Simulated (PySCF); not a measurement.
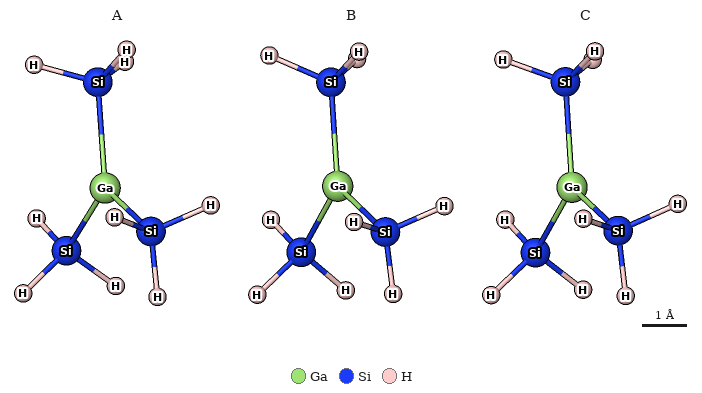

3 geometries from one relaxation of GaSi$_{3}$H$_{9}$, in shuffled order. Style: ball-and-stick. Shown from a free direction.

The start comes from GFN2-xTB. Its atoms were then displaced at random by about 0.03 Å.

The calculation used PySCF 2.14.0, density-fitted response routines, PBE0-D3(BJ)/def2-SVP geometry optimisation, gas phase. 

Order the frames from highest to lowest energy.

Answer. B, C, A. They are steps 0, 1, 6, at +7.69 kcal/mol, +0.55 kcal/mol relative to the last. Over 6 geometry steps the energy falls by 7.69 kcal/mol. The largest move after the best rigid fit is that of an H atom, 0.21 Å. By element the largest moves are H 0.21 Å, Ga 0.08 Å, Si 0.07 Å. Some distances before and after: Ga–Si 2.567 → 2.422 Å, H–Si 1.422 → 1.496 Å, Ga–Si 2.373 → 2.420 Å, H–Si 1.472 → 1.499 Å. Bond angles that change, for instance: Ga–Si–H 117.2° → 109.3°, Ga–Si–H 115.3° → 109.0°, H–Si–H 102.7° → 107.9°.
